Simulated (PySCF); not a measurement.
C2H12O2Si4

The calculation's input:

```
{"job": {"kind": "nmr", "xc": "PBE0", "basis": "pcSseg-1"}, "charge": 0, "multiplicity": 1}
O      4.089744    -0.509112     1.394658
C      2.900523    -0.421328     1.493995
C      1.957769    -0.105362     0.362046
O      0.648739    -0.099103     0.805726
Si    -0.728703     0.068360    -0.109703
Si    -0.641399     2.161890    -1.166531
Si    -0.739949    -1.670134    -1.686085
Si    -2.222654    -0.122813     1.661975
H      2.373277    -0.569219     2.455373
H      2.101585    -0.851893    -0.432628
H      2.232465     0.872664    -0.060078
H      0.486552     2.299020    -2.101978
H     -1.858120     2.391777    -1.948007
H     -0.506301     3.298919    -0.247939
H     -1.976894    -1.649558    -2.468747
H     -0.624492    -3.012656    -1.103720
H      0.364911    -1.585171    -2.655180
H     -3.575682    -0.004820     1.106896
H     -2.181247    -1.399590     2.382165
H     -2.105272     0.918808     2.687458
```

Launched as:

```sh
OMP_NUM_THREADS=1 python probes_run.py task.json out
```

Geometry: GFN2-xTB.

Theory: PBE0/pcSseg-1, SCF density, gas phase, non-relativistic (PySCF 2.14.0).

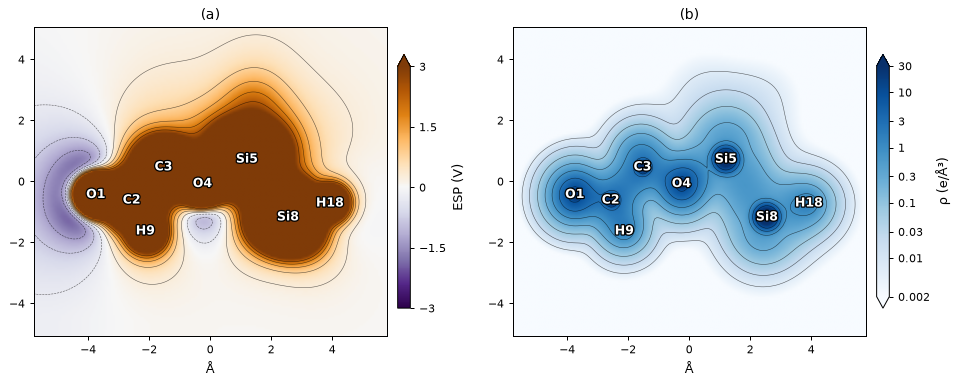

Figure 1. (a) electrostatic potential; (b) total electron density on the plane of atoms C2, C3 and O4.

What do the fields say about this system?

Answer. The plane passes through O, C, Si and H nuclei.
C–O (1.20 Å): the density is about 3.4 e/Å³ at the midpoint.
C–C (1.51 Å): ρ is about 1.8 e/Å³ halfway.
Si–O (1.66 Å): ρ is about 1.1 e/Å³ halfway.
Si–Si (2.33 Å): the density is about 0.66 e/Å³ at the midpoint.
C–H (1.11 Å): ρ at the midpoint is about 2 e/Å³.
Outside the dense part of the molecule the potential is most negative (−1.9 V) near O1.

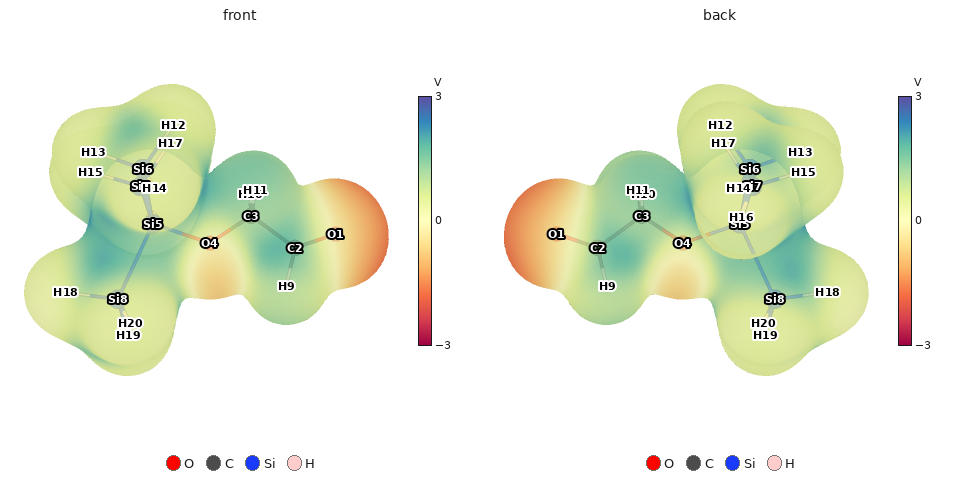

Figure 2. The electrostatic potential painted on the density surface at 0.004 e/bohr³, seen from the front and from behind; the colour scale runs from red (negative) to blue (positive).

Describe the electrostatic potential map.

Answer. The most negative region (about −1.7 V, or −39 kcal/mol for a unit charge) lies over O1, the most positive (about +2.2 V, or +51 kcal/mol for a unit charge) over Si5. O1 is the likeliest acceptor of a hydrogen bond.
